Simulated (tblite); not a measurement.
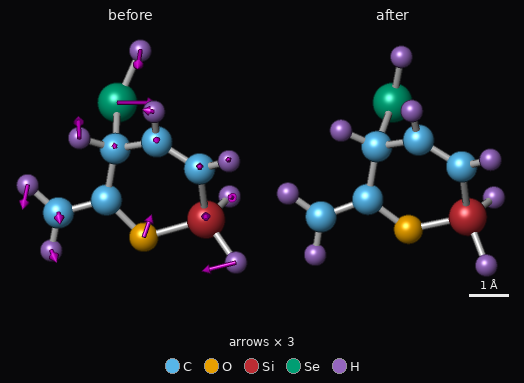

The structure of C₅H₈OSeSi before (left) and after (right) a relaxation, at one scale. The purple arrows give the displacements, magnified 3 times.

Style: ball-and-stick. Shown at a tilt.

Method: tblite, GFN2-xTB geometry optimisation, gas phase. 

### Describe what moved and what it gained.

The largest move after the best rigid fit is that of the Se atom, 0.37 Å. Largest moves by element: Se 0.37 Å, H 0.35 Å, O 0.22 Å, C 0.13 Å, Si 0.10 Å. Near-neighbour distances that change, for instance: O–Si 1.746 → 1.636 Å, C–Se 1.935 → 2.044 Å, H–Se 1.529 → 1.454 Å, C–O 1.393 → 1.347 Å. Bond angles that change, for instance: C–Se–H 112.7° → 93.7°, C–O–Si 116.4° → 126.9°, O–Si–H 111.9° → 102.7°. After 65 geometry steps the energy has fallen by 0.732 eV. The run took 0.51 s on 1 thread of Arm Neoverse V1 (shared host).
